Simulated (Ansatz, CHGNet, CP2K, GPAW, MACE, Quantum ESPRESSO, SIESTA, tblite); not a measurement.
**Other levels on Nb(100)/C(110) interface (80 atoms)**

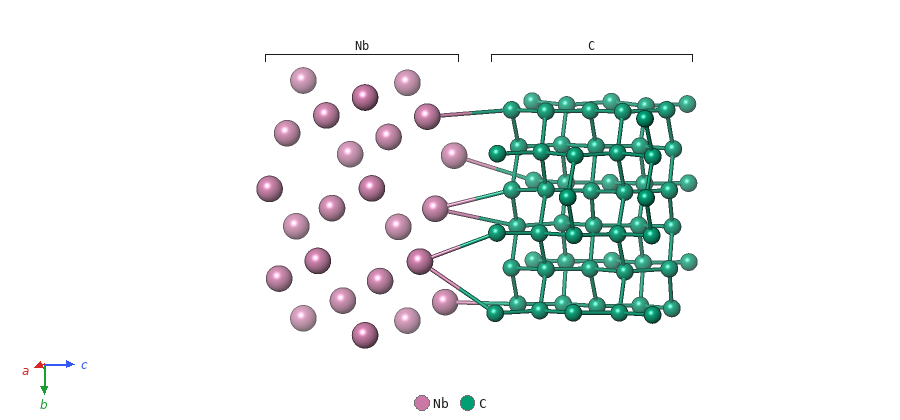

The cell (niobium pink, carbon teal). Some periodic images of atoms are drawn too.

The cell holds 80 atoms: 20 Nb and 60 C. Cell: a = 7.134 Å, b = 7.567 Å, c = 24.460 Å, α = 90.0°, β = 90.0°, γ = 90.0°. Bcc Nb(100), 4 repeat layers, 5 surface cells, strained -3.32 and +2.54 %; diamond-structure C(110), 5 layers, 6 cells, -0.00 and -0.00 %; outer planes 2.45 Å apart, 12 Å of vacuum above; not relaxed, displaced by a Gaussian of 0.02 Å. Then every atom was moved at random, 0.02 Å r.m.s. a Cartesian component. Regions: Nb, 20 atoms (20 Nb); C, 60 atoms (60 C). Vacuum lies along c.

Geometry: as built.

The reference, a calculation:

- method: Kohn-Sham DFT, PBE, SSSP efficiency 1.3.0 pseudopotentials, plane waves (Quantum ESPRESSO 7.5); sssp-pbe-1.3.0-efficiency, cutoffs 45/360 Ry, Γ point
- r.m.s. force component: 1.838 eV/Å
- longest force: 6.633 eV/Å
- time: 5.5 min on 4 MPI ranks of Arm Neoverse V1, shared host
- CPU time: 22 min

**Question.** The same geometry is run in other programs. How far does each lie from the reference, and what does it cost?
- MACE MP-0b3 medium potential (MACE MP-0b3 medium; 1 thread)
- CP2K PBE, DZVP-MOLOPT-SR, 300/50 Ry, diagonalisation (CP2K 2026.2; 2 threads)
- CHGNet 0.3.0 potential (CHGNet 0.3.0; 1 thread)
- SIESTA PBE, DZP, shift 0.01 Ry, mesh 300 Ry (SIESTA 5.4.2; 2 MPI ranks)
- tblite GFN1-xTB (tblite 0.8.0; 1 thread)
- CHGNet r2SCAN potential (CHGNet r2SCAN; 1 thread)
- CP2K PBE, DZVP-MOLOPT-SR, 600/50 Ry, diagonalisation (CP2K 2026.2; 4 MPI ranks)
- SIESTA PBE, DZP, shift 0.005 Ry, mesh 300 Ry (SIESTA 5.4.2; 2 MPI ranks)

Differences are against the plane-wave reference, forces as r.m.s. over components; share is that over the reference's r.m.s. force, slope the least-squares factor from reference forces to these. Total energies of different programs have different zeros and aren't compared.

```csv
run,"Δ force, r.m.s. (meV/Å)",share (%),slope,cores,CPU time,memory (GiB)
reference,-,-,-,4,22 min,2.7
MACE MP-0b3 medium potential,466,25.4,0.886,1,9.9 s,1.2
"CP2K PBE, DZVP-MOLOPT-SR, 300/50 Ry, diagonalisation (coarse)",61.9,3.37,1.026,2,21 min,1.8
CHGNet 0.3.0 potential,631,34.3,0.919,1,7.3 s,3.2
"SIESTA PBE, DZP, shift 0.01 Ry, mesh 300 Ry",145,7.89,1.005,2,11 min,1.5
tblite GFN1-xTB,482,26.2,0.944,1,4.3 s,0.12
CHGNet r2SCAN potential,695,37.8,0.803,1,6.3 s,3.2
"CP2K PBE, DZVP-MOLOPT-SR, 600/50 Ry, diagonalisation",59.9,3.26,1.026,4,27 min,6.1
"SIESTA PBE, DZP, shift 0.005 Ry, mesh 300 Ry",159,8.65,1.002,2,16 min,1.7
```

Rows marked coarse were listed beforehand as settings not expected to be converged; some can still land near the reference.

Times of the machine-learned potentials are mostly Python's start and the loading of weights.

CPU time is summed over cores on a shared host, where runs went side by side, so it is rough. Symmetry, cutoffs, thresholds, outputs and thread counts weren't matched or tuned between programs; memory under MPI is the largest rank's times the ranks.

The PBE runs in local orbitals, coarse settings apart, differ by 3.3 % (CP2K PBE, DZVP-MOLOPT-SR, 600/50 Ry, diagonalisation) to 8.7 % (SIESTA PBE, DZP, shift 0.005 Ry, mesh 300 Ry); basis, grid and potentials can all enter. Tight binding differs by 26 % (tblite GFN1-xTB); it is another model, with fitted parameters of its own, and the xTB methods hold dispersion. Machine-learned potentials differ by 25 % (MACE MP-0b3 medium potential) to 38 % (CHGNet r2SCAN potential); they were trained on other programs' data, some at another functional. Runs with settings chosen to be coarse differ by 3.4 % (CP2K PBE, DZVP-MOLOPT-SR, 300/50 Ry, diagonalisation), their programs' other errors included. Periodic xTB results under one method name differ between programs and library versions. Machine-learned potentials mimic data converged in k, so the reference's own k-point error enters their differences. The electronic-structure runs sample only Γ, in a cell whose shortest periodic width is 7 Å, which is coarse for a cell with partly filled levels.

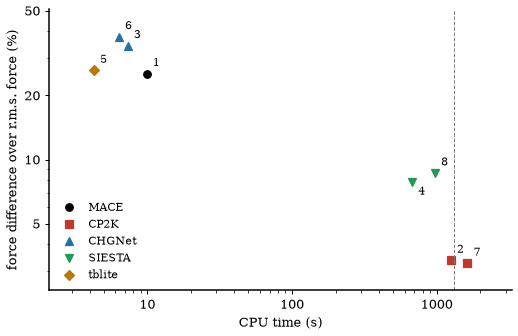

Force difference against CPU time; the dashed line marks the reference's time. Points: 1 MACE MP-0b3 medium potential; 2 CP2K PBE, DZVP-MOLOPT-SR, 300/50 Ry, diagonalisation; 3 CHGNet 0.3.0 potential; 4 SIESTA PBE, DZP, shift 0.01 Ry, mesh 300 Ry; 5 tblite GFN1-xTB; 6 CHGNet r2SCAN potential; 7 CP2K PBE, DZVP-MOLOPT-SR, 600/50 Ry, diagonalisation; 8 SIESTA PBE, DZP, shift 0.005 Ry, mesh 300 Ry.

[Logs are printed without paths, hosts, clocks, repeated set-up lines and the standing remarks that a program may print on its own settings, such as how far it seeks lower states.]

[Hosts, paths, dates, database ids (printed as entryN), source tags and the programs' standing remarks are cut or masked in the printed files.]
